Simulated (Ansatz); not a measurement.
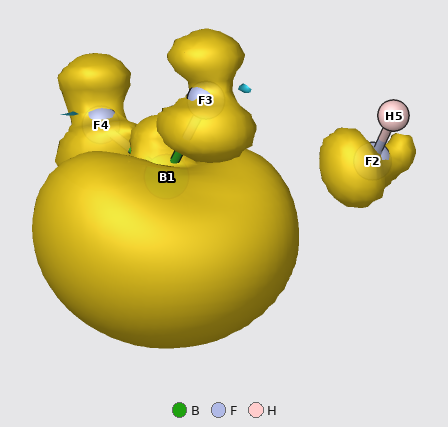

*BF2···HF (doublet). Isosurfaces of the spin density at +0.02 (yellow) and −0.02 e/Å³ (cyan), seen from one side.*

These are results of UKS PBE/def2-SVP in Ansatz 0.2.0, not measurements.

```xyz
5

B    -0.0308    0.3526   -0.2744
F    -0.2895    0.3867    1.9835
F     1.0118   -0.4653   -0.0708
F    -1.1957   -0.1590   -0.6304
H     0.5043   -0.1149    2.0320
```

Question: Which atoms carry the spin?

Answer: The unpaired spin (1 electron) lies mostly on B1 (about 0.8), F3 (about 0.1) and F4 (about 0.1), in electrons by Hirshfeld's partition.
